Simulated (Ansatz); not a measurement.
# How basis sets differ on CH2F2 (SMILES FCF)

The species is CH2F2 (5 atoms), meant as a singlet with charge 0. As SMILES, `FCF`. Geometry: relaxed at PBE0-D4/def2-TZVP.

Quantity: the atomisation enthalpy at 298 K, in kJ/mol. The values are calculated. The thermal term (zero-point and 298 K enthalpy, harmonic and unscaled) is that of PBE0-D4/def2-TZVP; the spin-orbit lowering of the free atoms at 298 K, 2.6 kJ/mol by their spectra, is taken off.

**The experiment to reproduce.** Active Thermochemical Tables gives the atomisation enthalpy at 298 K of the gas as 1763 kJ/mol.

```json
{"level": "wB97M-V/STO-3G", "kind": "range-separated hybrid", "program": "Ansatz", "value (kJ/mol)": "1941", "computed − measured": "+178", "CPU time (all runs)": "14 s"}
{"level": "wB97M-V/jorge-DZP", "kind": "range-separated hybrid", "program": "Ansatz", "value (kJ/mol)": "1736", "computed − measured": "-27", "CPU time (all runs)": "3.4 s"}
{"level": "wB97M-V/aug-cc-pVDZ", "kind": "range-separated hybrid", "program": "Ansatz", "value (kJ/mol)": "1742", "computed − measured": "-21", "CPU time (all runs)": "42 s"}
{"level": "wB97M-V/jorge-TZP", "kind": "range-separated hybrid", "program": "Ansatz", "value (kJ/mol)": "1767", "computed − measured": "+4", "CPU time (all runs)": "6 s"}
{"level": "wB97M-V/jorge-QZP", "kind": "range-separated hybrid", "program": "Ansatz", "value (kJ/mol)": "1769", "computed − measured": "+6", "CPU time (all runs)": "10 s"}
{"level": "wB97M-V/jorge-5ZP", "kind": "range-separated hybrid", "program": "Ansatz", "value (kJ/mol)": "1766", "computed − measured": "+3", "CPU time (all runs)": "20 s"}
```

Nearest: wB97M-V/jorge-5ZP (+3 kJ/mol); farthest: wB97M-V/STO-3G (+178 kJ/mol). Without the sets that lack polarisation functions the rows with a basis span only 1736 to 1769 kJ/mol. CPU times are rough (shared hosts, several kinds of processor): they show what a rung costs within a factor of a few.

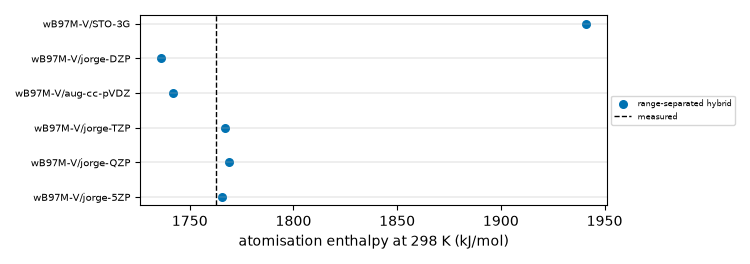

The values of the table, level by level.
